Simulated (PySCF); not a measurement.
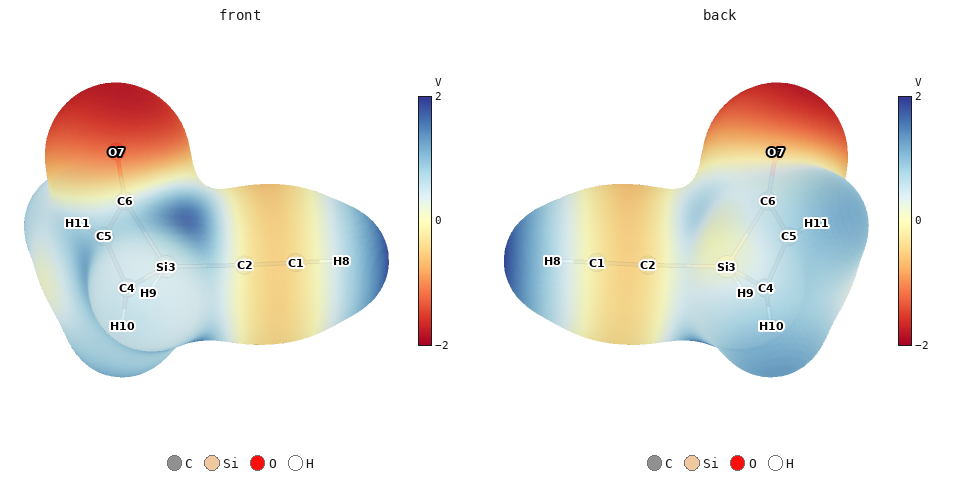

Figure 1: C5H4OSi. The molecular electrostatic potential painted on the density surface at 0.002 e/bohr³, seen from the front and from behind; the colour scale runs from red (negative) to blue (positive).

Geometry: GFN2-xTB.

Theory: CAM-B3LYP/def2-SVPD, SCF density, gas phase in PySCF 2.14.0.

```xyz
11

C     2.9619    0.3247   -0.5796
C     1.8982    0.1451   -0.0467
Si    0.2524   -0.0761    0.7541
C    -0.9749   -1.1618   -0.2220
C    -1.8236   -0.1751   -0.5590
C    -1.2138    1.0197    0.0626
O    -1.5746    2.1683    0.0818
H     3.8941    0.4768   -1.0437
H     0.3947   -0.3061    2.1890
H    -1.0736   -2.2023   -0.4879
H    -2.7356   -0.2106   -1.1345
```

Describe the electrostatic potential map.

The most negative region (about −1.8 V) lies over O7, the most positive (about +1.8 V) over H8. O7 is the likeliest acceptor of a hydrogen bond.
